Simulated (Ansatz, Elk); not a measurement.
# Bonding as seen by X-rays: Mg3ZnP

The structure of Mg3ZnP used here is made up (a known structure type with other elements) and was relaxed beforehand with PBE. The aim is the Fourier transform of its all-electron density, F(hkl), set beside the sum over free spherical atoms that refinements use.

Method: DFT, PBE, all-electron APW+lo, Dirac cores, scalar-relativistic bands, static density, no spin, in Elk 11.2.3 (patched build).

The structure was built from a prototype and need not be the compound's stable phase.

## (1) The structure

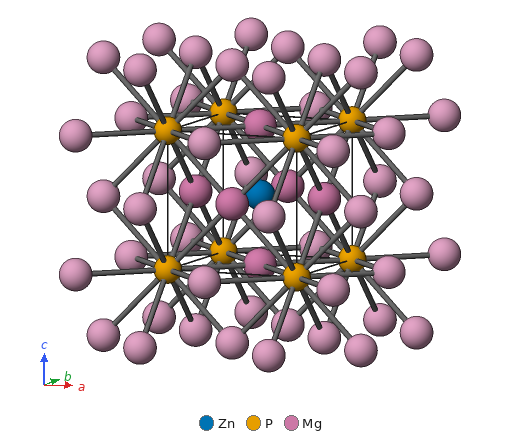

Start, viewed slightly off an axis; zinc blue, phosphorus orange, magnesium pink. Some periodic images of atoms are drawn too.

## (2) Ground state and structure factors

An all-electron density is needed, since X-rays see the cores too. Task 0 finds the density and task 195 Fourier-transforms it; tshift is off so that phases refer to the origin typed.

elk.in reads:

```
tasks
  0
  195

xctype
  20

spinpol
  .false.

rgkmax
  7.0

gmaxvr
  14.0

lmaxo
  7

lmaxapw
  8

swidth
  0.002

tshift
  .false.

ramdisk
  .false.

hmaxvr
  5.5

maxscl
  120

epspot
  1e-06

sppath
  './'

avec
  9.24312032823 0.00000000000 -0.00000000000
  0.00000000000 9.24312032823 0.00000000000
  -0.00000000000 0.00000000000 9.24312032823

atoms
  3
  'Zn.in'
  1
  0.5000000000 0.5000000000 0.5000000000   0.000000 0.000000 0.000000
  'P.in'
  1
  -0.0000000000 0.0000000000 -0.0000000000   0.000000 0.000000 0.000000
  'Mg.in'
  3
  0.5000000000 0.5000000000 -0.0000000000   0.000000 0.000000 0.000000
  0.5000000000 -0.0000000000 0.5000000000   0.000000 0.000000 0.000000
  0.0000000000 0.5000000000 0.5000000000   0.000000 0.000000 0.000000

ngridk
  5 5 5
```

Launch:

```console
$ OMP_NUM_THREADS=4 elk
```

Numbers of over 12 decimals in the logs are rounded to 6 here.

The log of the run:

```text
┌─────────────────────────┐
│ Elk code version 11.2.3 │
└─────────────────────────┘

All units are atomic (Hartree, Bohr, etc.)

┌─────────────────────────────────────────────────┐
│ Ground-state run starting from atomic densities │
└─────────────────────────────────────────────────┘

Lattice vectors :
   9.243120328       0.000000000      -0.000000000
   0.000000000       9.243120328       0.000000000
  -0.000000000       0.000000000       9.243120328

Reciprocal lattice vectors :
  0.6797688534      -0.000000000       0.000000000
  -0.000000000      0.6797688534      -0.000000000
   0.000000000      -0.000000000      0.6797688534

Unit cell volume      :    789.6885123
Brillouin zone volume :   0.3141114624

Muffin-tin inner radius fraction :   0.1000000000E-01

Nuclei treated as point charges

Species : 1 (Zn)
 parameters loaded from : Zn.in
 name : zinc
 nuclear charge    :   -30.00000000
 electronic charge :    30.00000000
 atomic mass :    119233.3130
 muffin-tin radius :    2.385161825
 number of radial points in muffin-tin :    993
 inner part over the whole radius :   0.9861826856E-02
 number on inner part of muffin-tin    :    701
 approximate nuclear radius :   0.7484757725E-04
 number of mesh points to nuclear radius :    337
 atomic positions (lattice), magnetic fields (Cartesian) :
  1 :   0.50000000  0.50000000  0.50000000    0.00000000  0.00000000  0.00000000

Species : 2 (P)
 parameters loaded from : P.in
 name : phosphorus
 nuclear charge    :   -15.00000000
 electronic charge :    15.00000000
 atomic mass :    56461.71230
 muffin-tin radius :    2.200000000
 number of radial points in muffin-tin :    793
 inner part over the whole radius :   0.9987340520E-02
 number on inner part of muffin-tin    :    554
 approximate nuclear radius :   0.6081821256E-04
 number of mesh points to nuclear radius :    248
 atomic positions (lattice), magnetic fields (Cartesian) :
  1 :   0.00000000  0.00000000  0.00000000    0.00000000  0.00000000  0.00000000

Species : 3 (Mg)
 parameters loaded from : Mg.in
 name : magnesium
 nuclear charge    :   -12.00000000
 electronic charge :    12.00000000
 atomic mass :    44305.30466
 muffin-tin radius :    2.186398339
 number of radial points in muffin-tin :    793
 inner part over the whole radius :   0.9960309418E-02
 number on inner part of muffin-tin    :    552
 approximate nuclear radius :   0.5710277704E-04
 number of mesh points to nuclear radius :    241
 atomic positions (lattice), magnetic fields (Cartesian) :
  1 :   0.50000000  0.50000000  0.00000000    0.00000000  0.00000000  0.00000000
  2 :   0.50000000  0.00000000  0.50000000    0.00000000  0.00000000  0.00000000
  3 :   0.00000000  0.50000000  0.50000000    0.00000000  0.00000000  0.00000000

Total number of atoms per unit cell :    5
Total muffin-tin volume :    232.7808966
 ratio of muffin-tin to unit cell volume :   0.2947755893

Spin treatment :
 spin-unpolarised

Number of Bravais lattice symmetries :   48
Number of crystal symmetries         :   48
Crystal has inversion symmetry
Real symmetric eigensolver will be used

k-point grid :      5     5     5
k-point offset :    0.000000000       0.000000000       0.000000000
k-point set is reduced with full crystal symmetry group
Total number of k-points :       10

Muffin-tin radius times maximum |G+k| :    7.000000000
 using average radius
Maximum |G+k| for APW functions       :    3.140602952
Maximum (1/2)|G+k|²                   :    4.931693451
Maximum |G| for potential and density :    14.00000000
Constant for pseudocharge density :    8
 order of it for each species :   15  15  15
 order of it for pair densities of each species (exact exchange by exxq0 0: 16) :   11   9   9
Radial integration step length :    1

G-vector grid sizes :     42    42    42
Number of G-vectors :    36449

Maximum angular momentum used for
 APW functions            :    8
 outer part of muffin-tin :    7
 inner part of muffin-tin :    2

Total nuclear charge    :   -81.00000000
[...]
exchange                    :     -140.56019973610
 correlation                 :     -3.357166
 electron entropic           :    -0.13292217322647E-02
 total energy                :     -2739.8074480115

Density of states at Fermi energy :    98.32854679
 (states/Hartree/unit cell)

Estimated indirect band gap :   0.2227394027E-02
 from k-point 6 to k-point 3
Estimated direct band gap   :   0.1316246857E-01
 at k-point 6

Charges :
 core                        :    28.00000000
 valence                     :    53.00000000
 interstitial                :    7.339568129
 muffin-tins (core leakage)
  species : 1 (Zn)
   atom 1                    :    29.08250024     (  0.9444747130E-04)
  species : 2 (P)
[...]
species : 3 (Mg)
[...]
total in muffin-tins        :    73.66043187
 total calculated charge     :    80.99951497
 total charge                :    81.00000000
 error                       :   0.4850305284E-03

RMS change in Kohn-Sham potential (target) :   0.6691557726     (  0.1000000000E-05)
Absolute change in total energy (target)   :   0.2851302098     (  0.1000000000E-03)

[... loops 3 to 15 left out ...]

┌──────────────────┐
│ Loop number : 16 │
└──────────────────┘

Energies :
 Fermi                       :     0.114873
 sum of occupied eigenvalues :     -1541.5157039010
 electron kinetic            :      2773.9600841155
 core electron kinetic       :      2355.3844584472
 Coulomb                     :     -5369.0107314563
 Coulomb potential           :     -4128.8416832412
 nuclear-nuclear             :     -350.47959738506
 electron-nuclear            :     -5915.4454545016
 Hartree                     :      896.91432043038
 Madelung                    :     -3304.5898898357
 xc potential                :     -186.63410477526
 exchange                    :     -140.72318282463
 correlation                 :     -3.364594
 electron entropic           :    -0.18519591316998E-02
 total energy                :     -2739.1402758212

Density of states at Fermi energy :    153.4037458
 (states/Hartree/unit cell)

Estimated indirect band gap :   0.1796752067E-02
 from k-point 6 to k-point 8
Estimated direct band gap   :   0.7921656114E-02
 at k-point 6

Charges :
 core                        :    28.00000000
 valence                     :    53.00000000
 interstitial                :    7.407492097
 muffin-tins (core leakage)
  species : 1 (Zn)
[...]
species : 2 (P)
[...]
species : 3 (Mg)
[...]
total in muffin-tins        :    73.59250790
 total calculated charge     :    80.99950711
 total charge                :    81.00000000
 error                       :   0.4928865627E-03

RMS change in Kohn-Sham potential (target) :   0.3362598605E-06 (  0.1000000000E-05)
Absolute change in total energy (target)   :   0.2574040764E-04 (  0.1000000000E-03)

Convergence targets achieved

┌──────────────────┐
│ Loop number : 17 │
└──────────────────┘

Energies :
 Fermi                       :     0.114873
 sum of occupied eigenvalues :     -1541.5157066229
 electron kinetic            :      2773.9600873668
 core electron kinetic       :      2355.3844588871
 Coulomb                     :     -5369.0107364669
 Coulomb potential           :     -4128.8416804875
 nuclear-nuclear             :     -350.47959738506
 electron-nuclear            :     -5915.4454672773
 Hartree                     :      896.91432819553
 Madelung                    :     -3304.5898962231
 xc potential                :     -186.63411350224
 exchange                    :     -140.72318302829
 correlation                 :     -3.364594
 electron entropic           :    -0.18519593523514E-02
 total energy                :     -2739.1402777939

Density of states at Fermi energy :    153.4037633
 (states/Hartree/unit cell)

Estimated indirect band gap :   0.1796758548E-02
 from k-point 6 to k-point 8
Estimated direct band gap   :   0.7921637312E-02
 at k-point 6

Charges :
 core                        :    28.00000000
 valence                     :    53.00000000
 interstitial                :    7.407492392
 muffin-tins (core leakage)
  species : 1 (Zn)
[...]
species : 2 (P)
[...]
species : 3 (Mg)
   atom 1                    :    10.45842846     ( -0.9812178270E-07)
   atom 2                    :    10.45842846     ( -0.9812178270E-07)
   atom 3                    :    10.45842846     ( -0.9812178270E-07)
 total in muffin-tins        :    73.59250761
 total calculated charge     :    80.99950711
 total charge                :    81.00000000
 error                       :   0.4928864608E-03

┌──────────────────────────────┐
│ Self-consistent loop stopped │
└──────────────────────────────┘

Warning : core states of species 2 leak from the muffin-tin :   0.2976087193E-03

Wrote STATE.OUT
```

Run time: 25 s. Hardware: 4 threads of Arm Neoverse V1, shared host; peak memory 0.18 GiB.

SFACRHO.OUT:

```text

h k l indices transformed by vhmat matrix:
   1.000000000       0.000000000       0.000000000    
   0.000000000       1.000000000       0.000000000    
   0.000000000       0.000000000       1.000000000    

      h      k      l  multipl.   |H|            Re(F)            Im(F)           |F|

      0      0      0      1   0.0000000       80.999999     -0.11746970E-16   80.999999    
      0      0      1      6  0.67976885      -25.174409     -0.14393533E-13   25.174409    
      0     -1      1     12  0.96133833       28.745513     -0.70050578E-14   28.745513    
     -1     -1     -1      8   1.1773942       12.933224      0.17157332E-13   12.933224    
      0      0     -2      6   1.3595377       59.855159     -0.25775301E-13   59.855159    
     -1     -2      0     24   1.5200094      -21.589066      0.41256559E-13   21.589066    
     -2      1      1     24   1.6650868       23.335242      0.12133794E-13   23.335242    
     -2      2      0     12   1.9226767       52.300847      0.11587946E-13   52.300847    
     -2      1     -2     24   2.0393066      -19.089200     -0.18755231E-13   19.089200    
     -3      0      0      6   2.0393066      -19.196386      0.49533200E-13   19.196386    
      0      3     -1     24   2.1496179       20.899028      0.33557047E-13   20.899028    
      3     -1      1     24   2.2545382       9.7652735     -0.15152256E-13   9.7652735    
      2      2      2      8   2.3547884       46.991571      0.78940433E-13   46.991571    
      0      3     -2     24   2.4509415      -17.027886     -0.43640282E-13   17.027886    
     -3      1      2     48   2.5434622       19.146089     -0.12645542E-13   19.146089    
      4      0      0      6   2.7190754       42.758562      0.37551829E-13   42.758562    
     -1      0      4     24   2.8027588      -15.286710      0.17857263E-13   15.286710    
      2     -3     -2     24   2.8027588      -15.263690      0.39979863E-13   15.263690
```

Elk indexes on the primitive cell of elk.in and gives |H| = 4π sin θ/λ in inverse bohr. Below, one row stands for each form hkl of the conventional cell (m members, Friedel mates merged), F is for one primitive cell and the density is static (no thermal factor). Free-atom factors are Waasmaier and Kirfel's, and R is Σm||F|−|F'||/Σm|F|.

```csv
hkl,m,sin θ/λ (Å⁻¹),"abs F, DFT",neutral atoms,diff.
100,6,0.102,25.174,25.210,-0.036
110,12,0.145,28.745,28.508,+0.238
111,8,0.177,12.933,12.974,-0.041
200,6,0.204,59.855,60.371,-0.516
210,24,0.229,21.589,21.878,-0.289
211,24,0.250,23.335,23.730,-0.395
220,12,0.289,52.301,52.593,-0.292
221,24,0.307,19.089,19.344,-0.254
300,6,0.307,19.196,19.344,-0.147
310,24,0.323,20.899,21.094,-0.195
311,24,0.339,9.765,9.612,+0.153
222,8,0.354,46.992,47.170,-0.179
320,24,0.369,17.028,17.156,-0.128
321,48,0.383,19.146,19.264,-0.117
```

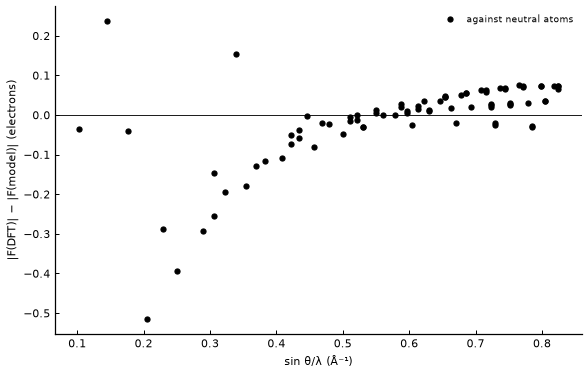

Difference between the calculated structure factors and the independent-atom ones.

## (3) The highest occupied states alone

An energy window below the Fermi level keeps the highest occupied states, to see at which angles they scatter; shallow core shells can lie inside it and anion s states outside. No new self-consistency is needed.

Changes to elk.in since step 2:

```diff
@@ -1,3 +1,2 @@
 tasks
-  0
   195
@@ -40,2 +39,5 @@
 
+wsfac
+  -0.436370 0.414870
+
 sppath
```

Launch:

```console
$ OMP_NUM_THREADS=4 elk
```

The log of the run:

```text
┌─────────────────────────────────┐
│ Elk code version 11.2.3 started │
└─────────────────────────────────┘

Info(readinput): the functional depends on the density's gradient
 muffin-tin radial points multiplied by    2.00000
 (not where nrmtscf is given)

┌────────────────────┐
│ Current task : 195 │
└────────────────────┘
Info(checkmt): changed muffin-tin radius of species 1 (Zn) from   2.4000 to   2.3852
Info(checkmt): changed muffin-tin radius of species 3 (Mg) from   2.2000 to   2.1864

Info(sfacrho): density structure factors written to SFACRHO.OUT

 Energy window :  -0.4363700000      0.4148700000

┌──────────────────┐
│ Elk code stopped │
└──────────────────┘
```

The job ended after 13 s (4 threads; peak memory 0.17 GiB).

States within 15 eV below the Fermi level hold 23.00 electrons; any levels below the window count with the cores. Their amplitudes can exceed the total, where window and core parts have opposite phase:

| hkl | sin θ/λ (Å⁻¹) | abs F, window | abs F, all |
| --- | --- | --- | --- |
| 100 | 0.102 | 7.735 | 25.174 |
| 110 | 0.145 | 11.152 | 28.745 |
| 111 | 0.177 | 6.532 | 12.933 |
| 200 | 0.204 | 8.014 | 59.855 |
| 210 | 0.229 | 6.098 | 21.589 |
| 211 | 0.250 | 6.555 | 23.335 |
| 220 | 0.289 | 5.491 | 52.301 |
| 221 | 0.307 | 5.150 | 19.089 |
| 300 | 0.307 | 5.252 | 19.196 |
| 310 | 0.323 | 4.890 | 20.899 |

## (4) Another functional

The difference from free atoms is small, so it is set against the change that LDA (Perdew-Wang) makes.

Changes to elk.in since step 3:

```diff
@@ -1,2 +1,3 @@
 tasks
+  0
   195
@@ -4,3 +5,3 @@
 xctype
-  20
+  3
 
@@ -39,5 +40,2 @@
 
-wsfac
-  -0.436370 0.414870
-
 sppath
```

Launch:

```console
$ OMP_NUM_THREADS=4 elk
```

The log of the run:

```text
┌─────────────────────────┐
│ Elk code version 11.2.3 │
└─────────────────────────┘

All units are atomic (Hartree, Bohr, etc.)

┌─────────────────────────────────────────────────┐
│ Ground-state run starting from atomic densities │
└─────────────────────────────────────────────────┘

Lattice vectors :
   9.243120328       0.000000000      -0.000000000
   0.000000000       9.243120328       0.000000000
  -0.000000000       0.000000000       9.243120328

Reciprocal lattice vectors :
  0.6797688534      -0.000000000       0.000000000
[...]
species : 1 (Zn)
[...]
species : 2 (P)
[...]
species : 3 (Mg)
[...]
atom 2                    :    10.46964866     ( -0.1570490415E-05)
   atom 3                    :    10.46964866     ( -0.1570490415E-05)
 total in muffin-tins        :    73.64235933
 total calculated charge     :    80.99949689
 total charge                :    81.00000000
 error                       :   0.5031088086E-03

┌──────────────────────────────┐
│ Self-consistent loop stopped │
└──────────────────────────────┘

Warning : core states of species 2 leak from the muffin-tin :   0.2954952685E-03

Wrote STATE.OUT
[key lines of the parts left out:]
total energy                :     -2732.9370140935
```

It took 14 s on 4 threads; peak memory 0.17 GiB; 30 s of CPU time.

Against the first run R = 0.10 %; the largest change is -0.062 at 400.

## (5) A coarser k-mesh

About half the k-points along each axis test the sampling.

Changes to elk.in since step 4:

```diff
@@ -5,3 +5,3 @@
 xctype
-  3
+  20
 
@@ -63,2 +63,2 @@
 ngridk
-  5 5 5
+  2 2 2
```

Launch:

```console
$ OMP_NUM_THREADS=4 elk
```

The log of the run:

```text
┌─────────────────────────┐
│ Elk code version 11.2.3 │
└─────────────────────────┘

All units are atomic (Hartree, Bohr, etc.)

┌─────────────────────────────────────────────────┐
│ Ground-state run starting from atomic densities │
└─────────────────────────────────────────────────┘

Lattice vectors :
   9.243120328       0.000000000      -0.000000000
   0.000000000       9.243120328       0.000000000
  -0.000000000       0.000000000       9.243120328

Reciprocal lattice vectors :
  0.6797688534      -0.000000000       0.000000000
[...]
species : 1 (Zn)
[...]
species : 2 (P)
[...]
species : 3 (Mg)
[...]
atom 2                    :    10.43891048     ( -0.9812178137E-07)
   atom 3                    :    10.43891048     ( -0.9812178137E-07)
 total in muffin-tins        :    73.55957628
 total calculated charge     :    80.99952829
 total charge                :    81.00000000
 error                       :   0.4717060339E-03

┌──────────────────────────────┐
│ Self-consistent loop stopped │
└──────────────────────────────┘

Warning : core states of species 2 leak from the muffin-tin :   0.2979899003E-03

Wrote STATE.OUT
[key lines of the parts left out:]
total energy                :     -2739.1305465566
```

The job ended after 20 s (4 threads; peak memory 0.18 GiB; 32 s of CPU time).

Against the first run R = 0.02 %; the largest change is -0.101 at 200.

## (6) Settings against the effect

| run | R against the first run (%) | R against neutral atoms, low angle (%) | wall time |
| --- | --- | --- | --- |
| PBE, rgkmax 7 | 0.00 | 0.99 | 25 s |
| LDA (Perdew-Wang) | 0.10 | 1.00 | 14 s |
| k-mesh 2×2×2 | 0.02 | 1.05 | 20 s |

## (7) What came out

| Property | Result |
| --- | --- |
| R against neutral atoms, sin θ/λ < 0.3 Å⁻¹ | 0.99 % |
| R against neutral atoms, 0.3 to 0.82 Å⁻¹ | 0.35 % |

**Reading.** Independent neutral atoms miss the calculated amplitudes by R = 0.99 % below 0.3 Å⁻¹ and 0.35 % from there to 0.82 Å⁻¹; by shells, 0.62 % below 0.15 Å⁻¹ (2 forms), 1.08 % 0.15 to 0.3 (5 forms), 0.64 % 0.3 to 0.45 (13 forms), 0.29 % above 0.45 (62 forms). Bonding, aspherical density and the tables' own atoms all enter these figures, and the runs don't part them. The largest change of an amplitude is -0.52 electrons, at 200. The window's part falls from 23.0 electrons at the origin to at most 3.06 between 0.45 and 0.82 Å⁻¹, where compact states inside the window still scatter. Below 0.3 Å⁻¹ the changes that finished (LDA (Perdew-Wang) and k-mesh 2×2×2) move F by R = 0.09 % at most, against the 0.99 % that separates it from free atoms. The basis has no finished test. Part of the difference isn't bonding: the tables are fits to free atoms and ions calculated by other methods than this functional. Thermal motion, anomalous dispersion and extinction are left out.

[Logs are printed without paths, hosts, clocks, repeated set-up lines and the standing remarks that a program may print on its own settings, such as how far it seeks lower states.]

[Hosts, paths, dates, database ids (printed as entryN), source tags and the programs' standing remarks are cut or masked in the printed files.]
